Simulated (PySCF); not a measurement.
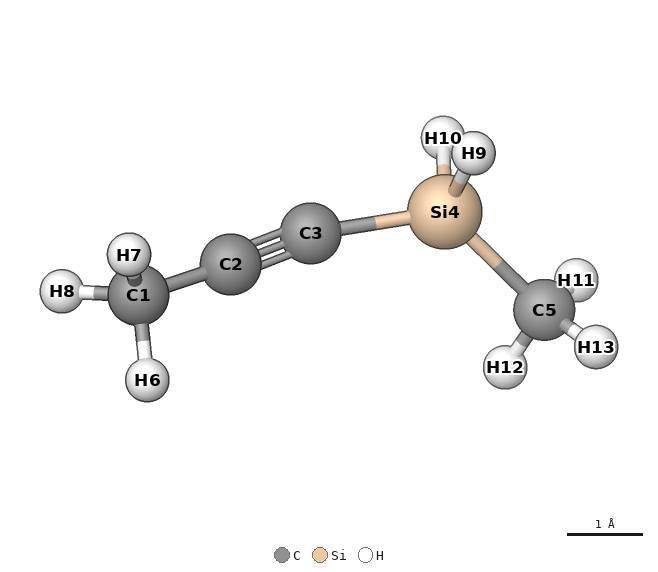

Numbered structure. Geometry: a frame of a GFN2-xTB molecular-dynamics simulation, not a minimum.

**What is the geometry at C2?**

C2 has 2 neighbours (C1 at 1.42, C3 at 1.20 Å); the arrangement is linear.

**Which bond is the longest?**

Si4–C5, 1.967 Å.
